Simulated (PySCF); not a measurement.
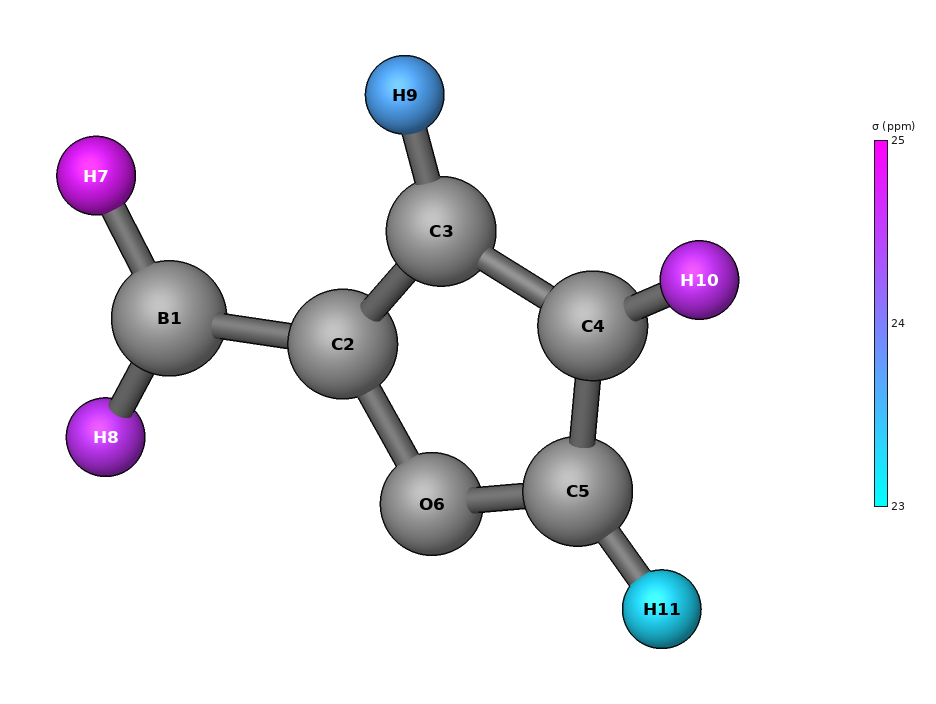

Atoms are coloured by their isotropic NMR shieldings (H only, the others grey). Computed geometry: PBE0-D3(BJ)/def2-SVP optimisation. No frequency run is at hand to confirm it as a minimum. Method: GIAO PBE0/aug-cc-pVDZ NMR shielding, non-relativistic, gas phase (PySCF 2.14.0).

Give the isotropic NMR shieldings of the H atoms atom by atom.

| atom | σ (ppm) |
| --- | --- |
| H7 | 24.78 |
| H8 | 24.57 |
| H9 | 23.66 |
| H10 | 24.60 |
| H11 | 23.27 |
